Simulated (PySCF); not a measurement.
C$_{4}$H$_{7}$N$_{3}$

```
atom    x (Å)    y (Å)    z (Å)
   C   1.9570  -0.2791  -0.0138
   C   0.7021   0.4458   0.3119
   N   0.6937   1.6131   0.9927
   N  -0.5060   2.0212   1.1402
   N  -1.3212   1.1402   0.5634
   C  -0.6111   0.1179   0.0205
   C  -1.2350  -1.0208  -0.6935
   H   2.0734  -0.3815  -1.0922
   H   2.7992   0.2803   0.3820
   H   1.9514  -1.2747   0.4284
   H  -2.3208   1.2713   0.5655
   H  -1.9141  -1.5613  -0.0340
   H  -1.8041  -0.6682  -1.5539
   H  -0.4654  -1.7046  -1.0394
```

Geometry: GFN2-xTB.

The calculation used PBE0/pcSseg-1, SCF density, gas phase, non-relativistic in PySCF.

**What can the converged electron density and electron localisation function tell about the bonding?**

N–N (1.28 Å): ρ at the midpoint is about 3 e/Å³; the ELF peaks at about 0.90 between the atoms: a covalent bond.
C–N (1.35 Å): ρ is about 2.4 e/Å³ halfway; the ELF peaks at about 0.90 between the atoms, as expected for a covalent bond.
C–C (1.38 Å): the density is about 2.1 e/Å³ at the midpoint; the ELF peaks at about 0.95 between the atoms: a covalent bond.
N–H (1.01 Å): ρ is about 3 e/Å³ halfway; the ELF climbs to about 1 towards the hydrogen, as it does in any bond to H; a covalent bond by its length.

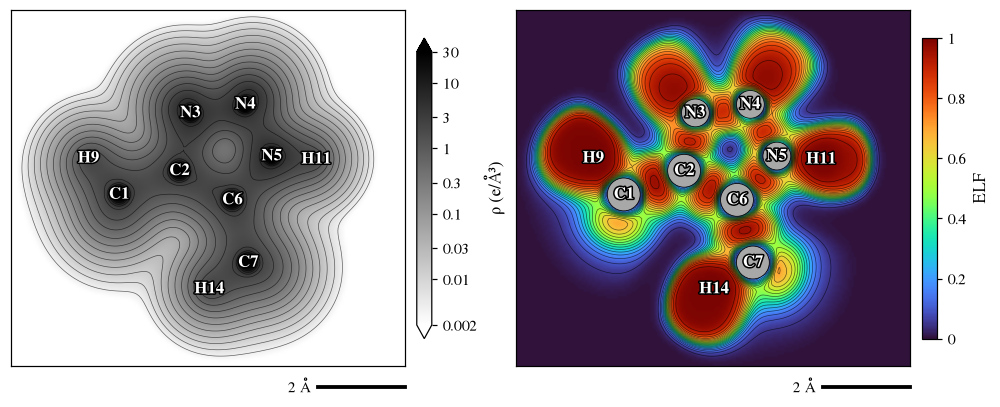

Computed electron density and electron localisation function on the plane of atoms N4, N5 and C6, in this order. Grey discs cover the atomic cores in the ELF map. 
